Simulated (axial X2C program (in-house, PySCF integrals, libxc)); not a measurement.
**SAl: EOM-IP-CCSD levels**

Wanted for SAl: EOM-IP-CCSD levels, at the two-component level.

Computed with an in-house X2C program for linear molecules on PySCF integrals. Level: two-component X2C with atomic mean-field terms, S dyall-av3z, Al dyall-av3z.

All values are calculated.

## 1. The job

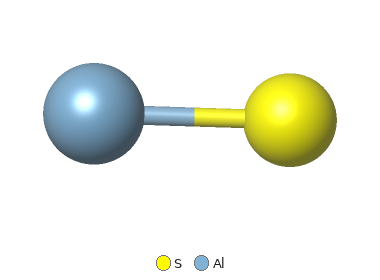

The two atoms at 2.070 Å (sulfur yellow, aluminium light blue).

Contents of task.json:

```json
{"zs": [16, 13], "q": 0, "bas": ["dyall-av3z", "dyall-av3z"], "r0": 2.07, "eom": "ip", "rq": -1, "thr": -2.0, "nmax": 95, "grid": [1, 0.96, 1.045, 0.92, 1.09, 1.15]}
```

Keys: zs atomic numbers; q charge; bas basis sets; r0 starting distance in Å; eom kind of EOM run; thr threshold in hartree for freezing inner shells (an s shell follows its p shell); nmax most natural virtual spinors; grid distances as factors.

Started as:

```console
python soeom.py task.json out
```

After this run come: EOM-IP-CCSD at 2.105 Å.

What does the calculation give? Wanted: next root led by one particle; T1 of the reference.

As calculated:

| quantity | value |
| --- | --- |
| lowest root at 2.105 Å | Ω = 1/2, 2.763 eV |
| next root led by one particle | Ω = 3/2, about 5200 cm⁻¹ higher |
| T1 of the reference | 0.018 |

Removing an electron from the reference determinant of SAl⁻ costs 2.76 eV and empties a spinor of 35% Al pσ, 30% Al sσ, 26% S pσ. Errors of 0.1 to 0.3 eV are usual at this size, and roots led by higher excitations are left out, so the list is incomplete, and low states of that kind can be missing.
